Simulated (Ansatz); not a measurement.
**H₂LiMgN: density, localisation and related maps**

```xyz
5

Li   -0.9430    0.2298    2.4912
Mg   -1.8407    1.2195    0.0426
N    -0.1269    0.2387    0.7917
H     0.7461    0.7704    0.6984
H     0.0660   -0.6742    0.3640
```

Geometry: B3LYP/6-31G*.

Level of theory: isolated molecule in a Gaussian basis; Kohn-Sham density functional theory, functional PBE0 (Ansatz).

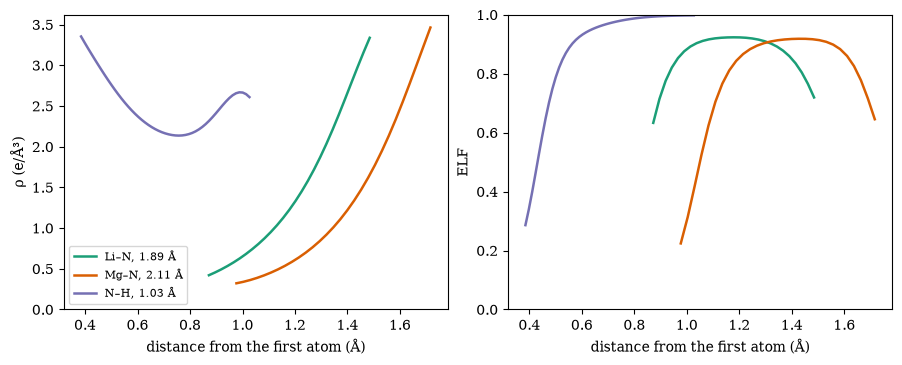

Figure 1. Electron density and electron localisation function along straight lines between neighbouring atoms. The curves leave out the atomic cores.

What kind of bonding do the profiles show?

Answer. Li–N (1.89 Å): ρ at the midpoint is about 0.53 e/Å³; the ELF peaks at about 0.90 in the valence shell of N, 0.7 Å from its nucleus, and falls to about 0.15 next to Li: a largely ionic contact.
Mg–N (2.11 Å): ρ is about 0.39 e/Å³ halfway; the ELF peaks at about 0.90 in the valence shell of N, 0.7 Å from its nucleus, and falls to about 0.05 next to Mg: a largely ionic contact.
N–H (1.03 Å): ρ is about 2.7 e/Å³ halfway; the ELF climbs to about 1 towards the hydrogen, as it does in any bond to H; an ordinary covalent bond to hydrogen.

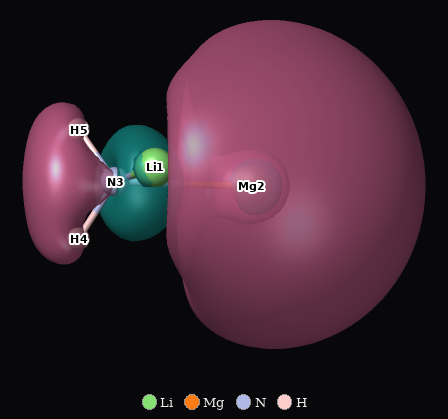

Figure 2. The HOMO at ±0.06 Å⁻³ᐟ² (teal and pink are the two phases), seen from one side.

Where does this orbital lie, and at what energy?

Answer. Its weight (Hirshfeld) is mainly on Mg2 (about 70 %), Li1 (about 15 %) and N3 (about 10 %). Its energy is −3.99 eV.
